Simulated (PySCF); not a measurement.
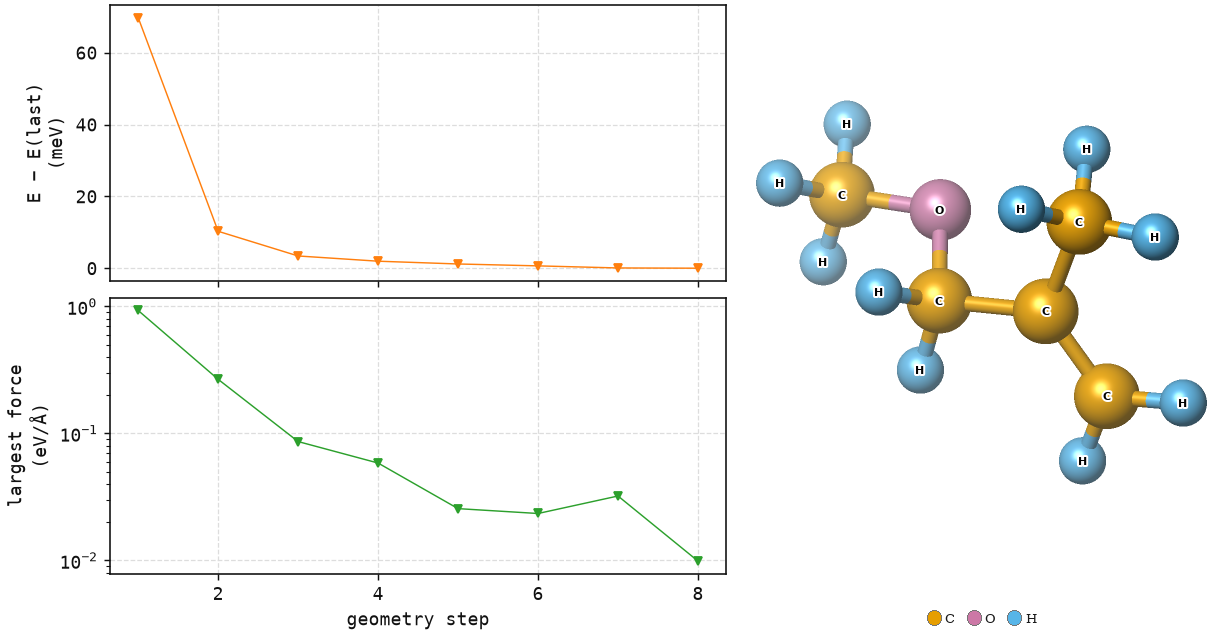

Beside the plot: the molecule at the start.

History of a geometry optimisation.

C₅H₁₀O (SMILES C=C(C)COC); PySCF 2.14.0, density fitting, PBE0-D3(BJ)/def2-SVP, geometry optimisation.

How did the optimisation end?

The optimisation met its thresholds at geometry 8, counting the start as the first. The energy fell by about 70 meV from the first step to the last. The largest force goes from about 0.93 eV/Å at the start to 0.01 eV/Å at the end.

By which step was nine tenths of the energy gained?

By step 3 of 8.
